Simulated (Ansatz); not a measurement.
Ga$_{3}$SbAs$_{2}$

The calculation's input:

```
crystal:
  lattice:
    - [-2.0606214411, 2.0606214411, 8.7275847538]
    - [2.0606214411, -2.0606214411, 8.7275847538]
    - [2.0606214411, 2.0606214411, -8.7275847538]
  atoms:
    - { symbol: As, position: [0.1707568464, 0.1707568464, 0.0] }
    - { symbol: Ga, position: [0.75, 0.25, 0.5] }
    - { symbol: As, position: [0.8292431536, 0.8292431536, 0.0] }
    - { symbol: Ga, position: [0.4086565803, 0.9086565803, 0.5] }
    - { symbol: Sb, position: [0.5, 0.5, 0.0] }
    - { symbol: Ga, position: [0.0913434197, 0.5913434197, 0.5] }
kpoints:
  mp_grid: { grid: [8, 8, 8] }
  band_path:
    path:
      - [0.0, 0.0, 0.0]
      - [0.0, 0.0, 0.5]
      - [0.25, 0.25, 0.25]
      - [0.0, 0.5, 0.0]
      - [0.5, 0.5, -0.5]
      - [0.2639363257, 0.7360636743, -0.2639363257]
      - [-0.2639363257, 0.2639363257, 0.2639363257]
      - [-0.0278726514, 0.0278726514, 0.5]
      - [0.5, 0.5, -0.0278726514]
    npoints: 1
hamiltonian:
  xc: pbe
scf:
  occupations: { method: fermi_dirac, width: 0.02 }
  n_extra_bands: 10
magnetization:
  noncollinear: true
  spin_orbit: true
output:
  forces: true
  stress: true
  eigenvalues: true
  write_density: true
  write_potential: true
  elf: true
  volumetric_format: npy
```

Run with:

```sh
ansatz run input.yaml --threads 4 --pin off --max-ram 6451MiB --backend cpu --events-out ev --progress --plain --runs-dir out
```

Below, planes, directions and counts refer to the conventional cell (a = 4.12 Å, b = 4.12 Å, c = 17.46 Å, α = 90.00°, β = 90.00°, γ = 90.00°).

Space group I-4m2; started from the ordered alloy on zincblende lattice prototype, which need not be the ambient phase; computed pressure about 2 GPa in this cell.

Theory: DFT, PBE with spin-orbit coupling, plane waves, PAW in Ansatz 0.2.0.

Core electrons are frozen (PAW), and the valence fields are smoothed inside the atomic spheres.

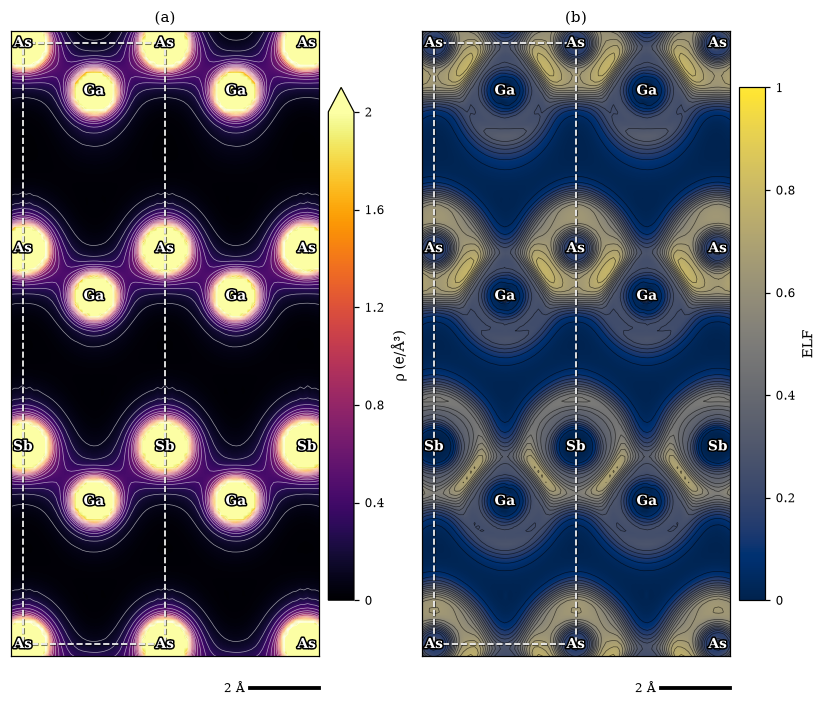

Figure 1. (a) valence electron density; (b) ELF on the (010) plane of the conventional cell.

Question: Interpret the plot.

Answer:
- Atoms in the plane: As, Ga and Sb.
- Ga–As (2.48 Å): ρ is about 0.47 e/Å³ halfway; the ELF peaks at about 0.80 between the atoms (localised, covalent bonding).
- Ga–Sb (2.61 Å): ρ at the midpoint is about 0.45 e/Å³; the ELF peaks at about 0.70 between the atoms.
- Between the atoms the lowest density in this plane is 0.01 e/Å³.
- The features right at Ga lie inside the PAW spheres, where the map follows smoothed inner orbitals and isn't to be read closely.

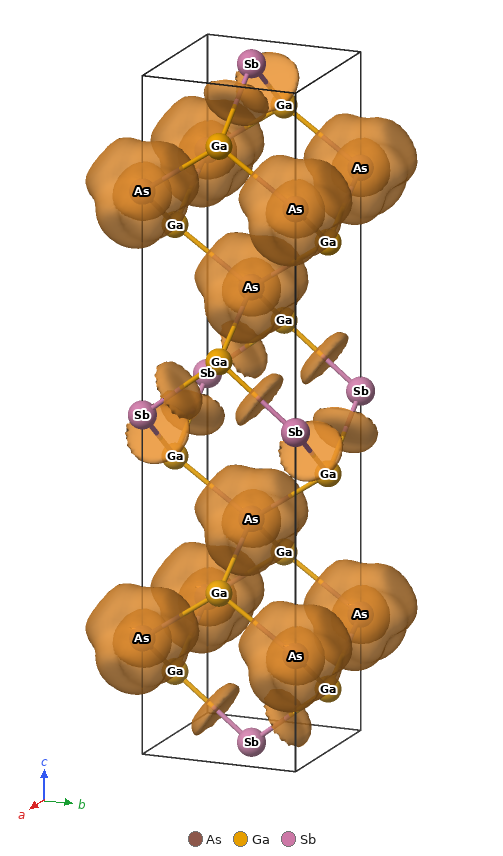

Figure 2. Isosurface of the ELF at 0.6 (orange), seen slightly off an axis. Only the valence region is drawn (cores and ρ < 0.01 e/Å³ removed). Sticks mark near contacts.

Question: Where are the electrons localised?

Answer: At this value the surface marks out eight regions between bonded Ga–Sb atoms (shared pairs) and four regions on As in which the atom's valence shell and bonds are merged, counted in one cell of 12 atoms. Regions shared between cells count once.
